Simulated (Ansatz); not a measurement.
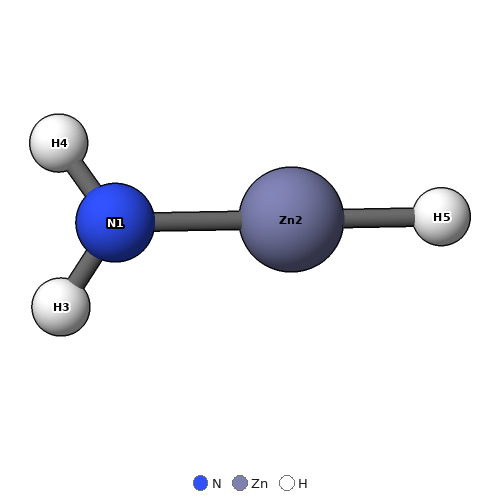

The system is H₃NZn, SMILES [NH2][ZnH]; the picture shows the grid point nearest to the relaxed geometry. 
- Two internal coordinates are moved rigidly from the geometry relaxed at PBE0-D4/def2-TZVP, all others fixed.
- First axis: bond Zn2–H5. Second axis: bond N1–H3.
- The grid has 7 × 7 points.
- Energies: kcal/mol, counted from the lowest grid point.
- These are results of Ansatz 0.2.0, RKS r2SCAN-D4/def2-TZVPP, not measurements.

Its coordinates:

```yaml
atoms:
  - { symbol: N, position_ang: [-0.1440, -0.8338, -0.0656] }
  - { symbol: Zn, position_ang: [0.3449, 0.9156, -0.0974] }
  - { symbol: H, position_ang: [-1.0657, -1.1172, -0.4304] }
  - { symbol: H, position_ang: [0.0732, -1.4027, 0.7390] }
  - { symbol: H, position_ang: [0.8242, 2.3652, -0.1953] }
```

Range: bond Zn2–H5 from 1.340 to 2.132 Å; bond N1–H3 from 0.908 to 1.211 Å.

Question: What will the energy surface look like?

Answer: The lowest grid point is at bond Zn2–H5 = 1.530 Å, bond N1–H3 = 1.031 Å. It is the only kind of minimum in the scanned range. The highest grid point, bond Zn2–H5 = 2.132 Å, bond N1–H3 = 1.211 Å, lies 44.2 kcal/mol above the lowest. Round the minimum the two coordinates are nearly uncoupled.

```tsv
bond N1–H3 ↓, bond Zn2–H5 →	1.340	1.417	1.530	1.662	1.808	1.965	2.132
1.211	19.5	15.1	13.8	17.2	24.1	33.5	44.2
1.147	12.8	8.5	7.2	10.5	17.5	26.8	37.5
1.087	8.1	3.7	2.4	5.7	12.7	22.1	32.7
1.031	5.7	1.3	0.0	3.3	10.3	19.7	30.3
0.981	5.9	1.5	0.2	3.5	10.5	19.9	30.6
0.938	8.6	4.2	2.9	6.2	13.2	22.6	33.2
0.908	12.2	7.8	6.5	9.8	16.8	26.2	36.8
```

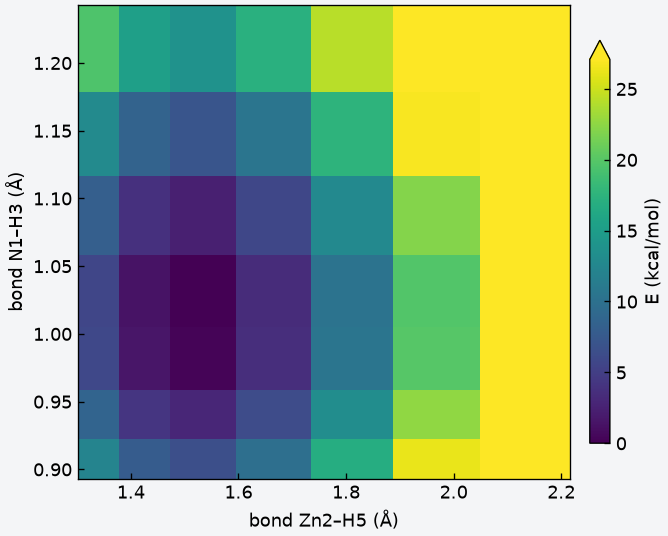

The picture shows one coloured cell a grid point, one colour for all values above the top of the scale.
